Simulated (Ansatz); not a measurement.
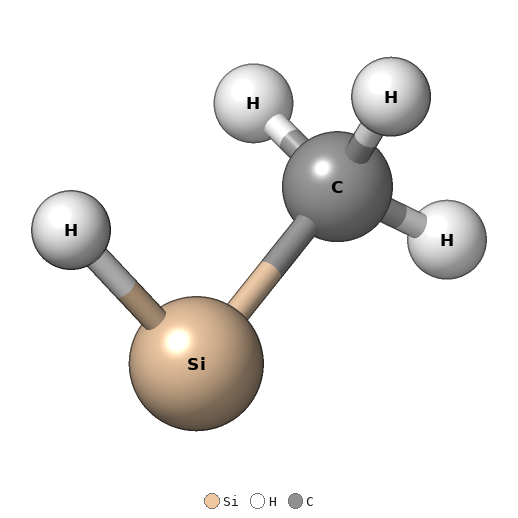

A ball-and-stick model of a molecule. Every bond is drawn as one stick, whatever its order.

Computed geometry: PBE0-D4/def2-TZVP optimisation.

Describe the molecule.

It has 6 atoms: 1 carbon, 4 hydrogen and 1 silicon (CH4Si). The point group is Cs. Coordination: 1 Si bent; 1 C tetrahedral.

More results for the same structure follow; atom numbers are the same in all pictures, views and colours differ.

### Geometry

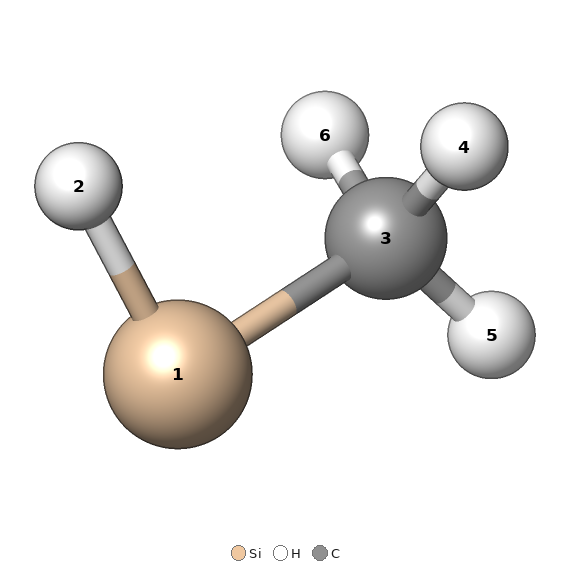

List the bonds and their lengths.

```json
{"bond": "Si1–H2", "length (Å)": "1.531"}
{"bond": "Si1–C3", "length (Å)": "1.892"}
{"bond": "C3–H4", "length (Å)": "1.098"}
{"bond": "C3–H5", "length (Å)": "1.091"}
{"bond": "C3–H6", "length (Å)": "1.098"}
```

### Electronic properties

Level of theory: RKS PBE0-D4/def2-TZVPP (Ansatz 0.2.0).

Predict the main results.

- HOMO energy (Kohn–Sham orbital): −6.30 eV
- LUMO energy (Kohn–Sham orbital): −2.53 eV
- HOMO–LUMO gap: 3.77 eV

### Vibrations

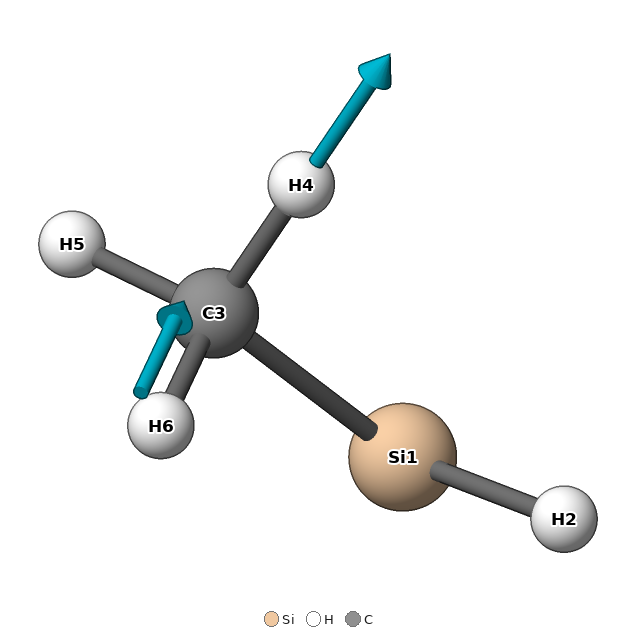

The arrows show one normal mode. Harmonic vibrations computed with RKS PBE0-D4/def2-TZVP (Ansatz 0.2.0) at a stationary point of the same level.

**What kind of motion is it?**

Mostly out-of-phase stretching of 2 C–H bonds.

**At what wavenumber does it lie?**

3082 cm⁻¹; it is mode 11 of 12 counted from the lowest.

### Dipole moment

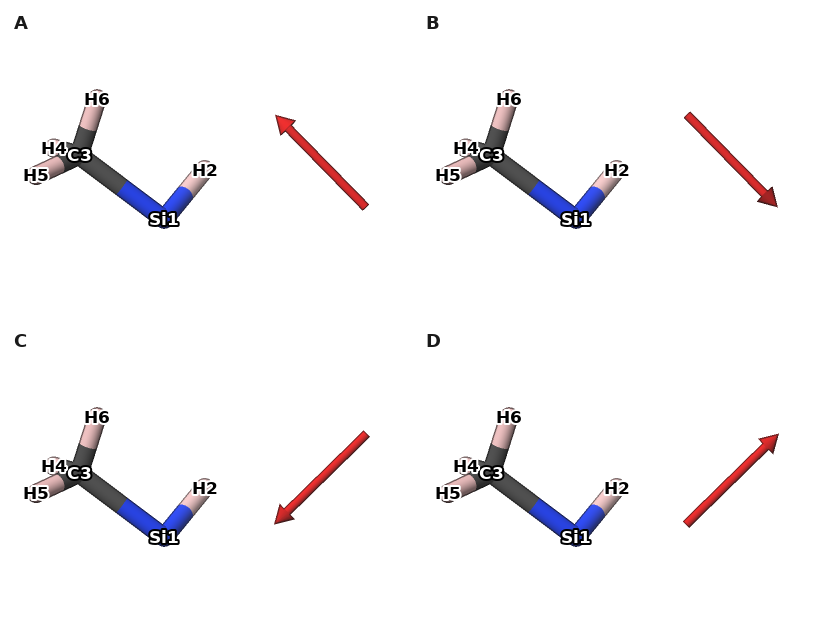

The same molecule four times, each with an arrow. Method: RKS PBE0-D4/def2-TZVP (Ansatz 0.2.0).

**Which arrow points along the dipole moment, from the negative to the positive end?**

A. The dipole moment is 1.16 D; it points from the side of Si1 to the side of H4, H6 (the outermost atoms at the two ends).
